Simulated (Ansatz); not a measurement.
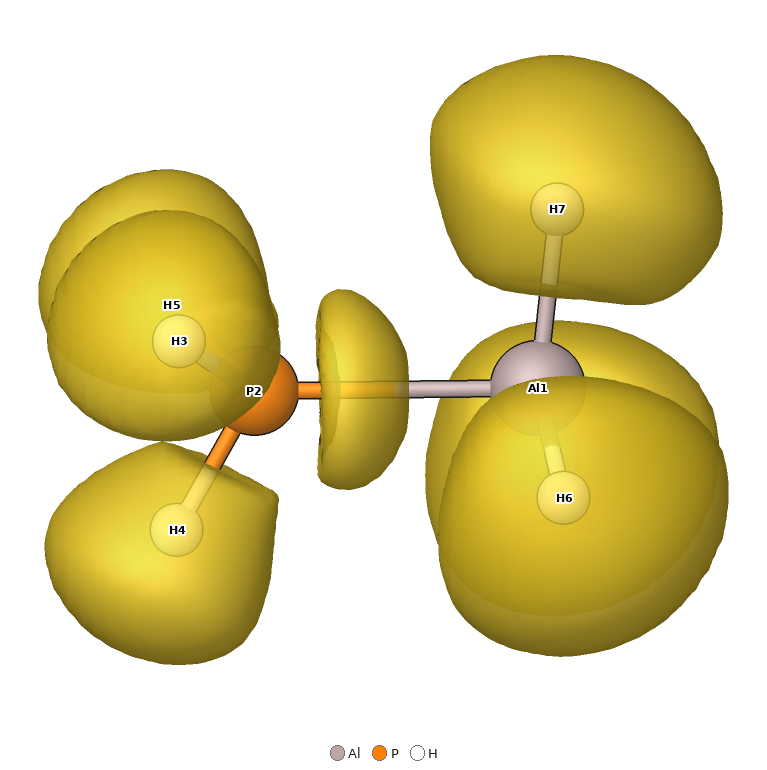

*AlH₆P. Isosurface of the electron localisation function at 0.8 (yellow), seen at a tilt. Only the valence region is drawn (cores and ρ < 0.01 e/Å³ removed).*

Geometry: PBE-D4/def2-TZVP.

These are results of RKS PBE0-D4/def2-TZVP in Ansatz 0.2.0, not measurements.

Input

```
crystal:
  periodic: [false, false, false]
  atoms:
    - {symbol: Al, position_ang: [-0.004282, 0.009853, -1.450788]}
    - {symbol: P, position_ang: [0.002727, -0.006914, 1.063541]}
    - {symbol: H, position_ang: [0.675271, 1.027963, 1.767128]}
    - {symbol: H, position_ang: [0.570609, -1.112186, 1.752144]}
    - {symbol: H, position_ang: [-1.230515, 0.048493, 1.766678]}
    - {symbol: H, position_ang: [1.590885, -0.038276, -1.636754]}
    - {symbol: H, position_ang: [-0.759791, 1.417367, -1.622456]}
    - {symbol: H, position_ang: [-0.844905, -1.346301, -1.639494]}
basis:
  gaussian: {orbitals: def2-TZVP, initial_orbitals: start.molden}
hamiltonian: {xc: pbe0, dispersion: d4}
output: {forces: true, orbitals: {seedname: orbitals}}
```

Run with:

```sh
ansatz run in.yaml --threads 4 --pin off --events-out ev --progress --plain --max-ram 3916MiB
```

### Identify the bonds, lone pairs and shells in this picture.

At this value the surface marks out six regions around hydrogen nuclei and one lobe of the valence shell of P pointing towards Al (polar bonds). Profiles from the grid: Al–P (2.51 Å): the ELF peaks at about 1 between the atoms: a covalent bond. P–H (1.42 Å): the ELF climbs to about 1 towards the hydrogen, as it does in any bond to H.
